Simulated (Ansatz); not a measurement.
# BHLYP/STO-3G run of GeH4 (SMILES [H][Ge]([H])([H])[H])

Aim: the energy change on altering one bond length of GeH4 at BHLYP/STO-3G, from 2 runs. 

Program for the calculation: Ansatz 0.2.0.

30 further runs of the same task are left out: 2 that didn't finish, 28 set aside as unsound or not needed.

### Step 1. The structure to begin with

GeH4 has 5 atoms, charge 0, and is taken as a singlet. As SMILES, `[H][Ge]([H])([H])[H]`. Geometry: a GFN2-xTB relaxation, a rough one for these elements and not checked as a minimum.

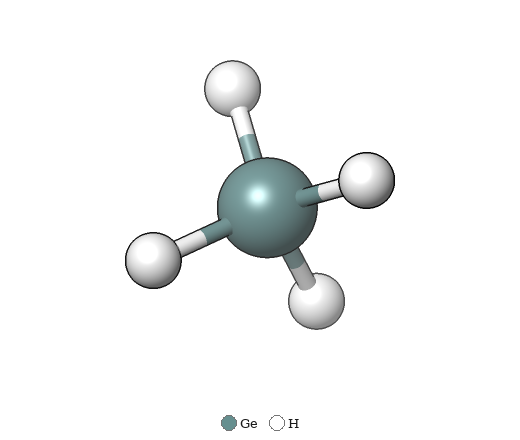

Viewed from a chosen angle; germanium teal, hydrogen white.

### Step 2. A single-point energy at BHLYP/STO-3G

Contents of in.yaml:

```yaml
crystal:
  periodic: [false, false, false]
  atoms:
    - {symbol: Ge, position_ang: [0.000120, 0.000440, -0.000220]}
    - {symbol: H, position_ang: [0.011480, -0.018150, 1.481920]}
    - {symbol: H, position_ang: [1.394900, 0.010030, -0.503500]}
    - {symbol: H, position_ang: [-0.707610, 1.213950, -0.473620]}
    - {symbol: H, position_ang: [-0.698890, -1.206270, -0.504580]}
basis:
  gaussian:
    orbitals: STO-3G
hamiltonian:
  xc: {name: BHLYP}
accuracy: high
```

The run is started by

```bash
$ ansatz run in.yaml --threads 1 --pin off --max-ram 2610MiB --events-out events.jsonl --progress --plain --runs-dir runs
```

Standard output:

```text
Warning: RAYON_NUM_THREADS=1 ignored (pool sized by the plan → 1); use --threads N
Functional definition: BHLYP
  name "BHLYP"
  parameter a = 0.5
  exchange = (1 - a)*b88_x + a*exact_x
  correlation = lyp_c
290 factors; integrals over basis functions are off by at most 7.8e-9 eV
mean field evaluation 1: about -55933.5733 eV, gradient 6.5e0 eV
mean field evaluation 2: about -55933.7211 eV, gradient 1.7e0 eV
mean field evaluation 4: about -55933.7311 eV, gradient 2.1e-1 eV
mean field evaluation 8: about -55933.7140 eV, gradient 4.4e-4 eV
mean field -55933.71401383 eV, -2055.5260767752 hartree, gradient 3.7e-8 eV, S^2 0.000000; 0 other end points of the search recorded, 0 dependent functions left out
reference -55933.71403027 eV, -2055.5260773795 hartree; 18, 18 occupied and 4, 4 virtual orbitals, 290 factors
Total energy: -55933.71403027 eV, -2055.5260773795 hartree
```

Run time: 0.77 s. Hardware: 1 thread of Intel Xeon Platinum 8375C at 2.90GHz (Ice Lake), shared host; peak memory 0.11 GiB.

### Step 3. The distorted shape at the same level

Contents of molecule.yaml:

```yaml
crystal:
  periodic: [false, false, false]
  atoms:
    - {symbol: Ge, position_ang: [0.177035, -0.302908, 0.118118]}
    - {symbol: H, position_ang: [0.188395, -0.321498, 1.600258]}
    - {symbol: H, position_ang: [1.571815, -0.293318, -0.385162]}
    - {symbol: H, position_ang: [-0.707610, 1.213950, -0.473620]}
    - {symbol: H, position_ang: [-0.521975, -1.509618, -0.386242]}
basis:
  gaussian:
    orbitals: STO-3G
accuracy: high
hamiltonian:
  xc: {name: BHLYP}
```

The run is started by

```bash
$ ansatz run molecule.yaml --threads 1 --pin off --max-ram 2610MiB --events-out events.jsonl --progress --plain --runs-dir runs
```

Standard output:

```text
Warning: RAYON_NUM_THREADS=1 ignored (pool sized by the plan → 1); use --threads N
Functional definition: BHLYP
  name "BHLYP"
  parameter a = 0.5
  exchange = (1 - a)*b88_x + a*exact_x
  correlation = lyp_c
287 factors; integrals over basis functions are off by at most 7.9e-9 eV
mean field evaluation 1: about -55932.1893 eV, gradient 7.3e0 eV
mean field evaluation 2: about -55932.3985 eV, gradient 2.6e0 eV
mean field evaluation 4: about -55932.4301 eV, gradient 2.8e-1 eV
mean field evaluation 8: about -55932.3992 eV, gradient 8.7e-4 eV
mean field -55932.39917281 eV, -2055.4777572590 hartree, gradient 3.3e-8 eV, S^2 0.000000; 0 other end points of the search recorded, 0 dependent functions left out
reference -55932.39918965 eV, -2055.4777578779 hartree; 18, 18 occupied and 4, 4 virtual orbitals, 287 factors
Total energy: -55932.39918965 eV, -2055.4777578779 hartree
```

It took 0.76 s on 1 thread of Intel Xeon Platinum 8375C at 2.90GHz (Ice Lake), shared host; peak memory 0.11 GiB.

### Step 4. What came out

Level: BHLYP/STO-3G.

```
                                                          quantity           value
                                         first shape: total energy  -2055.52608 Eh
                                     distorted shape: total energy  -2055.47776 Eh
energy change with the Ge1–H4 bond stretched from 1.482 to 1.853 Å        1.315 eV
```

In words: With the Ge1–H4 bond stretched from 1.482 to 1.853 Å the energy rises by 1.31 eV (30 kcal/mol). The first shape isn't relaxed at this level, so the change isn't measured from a minimum. The minimal basis adds a large error of its own.
